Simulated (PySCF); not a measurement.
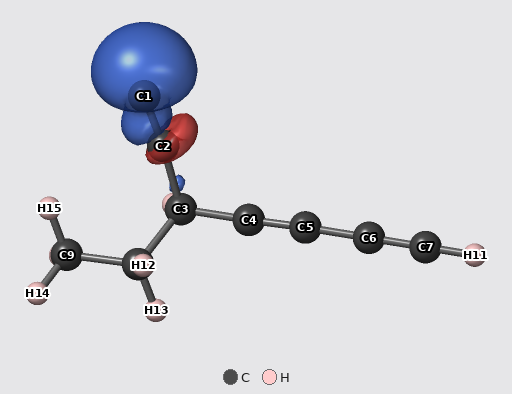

The picture shows: C9H7 (doublet). Isosurfaces of the spin density (α minus β) at +0.04 (blue) and −0.04 e/Å³ (red), seen across its widest extent.

Geometry: GFN2-xTB.

The calculation used UKS B3LYP, pcH-1 on C H, non-relativistic, mean-field spin-orbit, GIAO (PySCF 2.14.0, density-fitted response routines).

```yaml
atoms:
  - { symbol: C, position_ang: [-0.5917, 2.2966, -1.6764] }
  - { symbol: C, position_ang: [-0.4370, 1.2458, -1.1289] }
  - { symbol: C, position_ang: [-0.3687, -0.0529, -0.4204] }
  - { symbol: C, position_ang: [1.0207, -0.3090, -0.1508] }
  - { symbol: C, position_ang: [2.1988, -0.4577, 0.0849] }
  - { symbol: C, position_ang: [3.5077, -0.6797, 0.3574] }
  - { symbol: C, position_ang: [4.6716, -0.8737, 0.6057] }
  - { symbol: C, position_ang: [-1.2018, -0.0109, 0.8701] }
  - { symbol: C, position_ang: [-2.6833, 0.1768, 0.5765] }
  - { symbol: H, position_ang: [-0.7658, -0.8168, -1.1025] }
  - { symbol: H, position_ang: [5.6841, -1.0424, 0.8187] }
  - { symbol: H, position_ang: [-0.8417, 0.8065, 1.4987] }
  - { symbol: H, position_ang: [-1.0437, -0.9486, 1.4104] }
  - { symbol: H, position_ang: [-3.2470, 0.2294, 1.5049] }
  - { symbol: H, position_ang: [-2.8409, 1.0986, 0.0207] }
  - { symbol: H, position_ang: [-3.0689, -0.6531, -0.0131] }
```

Describe the spin distribution.

The unpaired spin (1 electron) lies mostly on C1 (about 1.0), in electrons by Hirshfeld's partition.
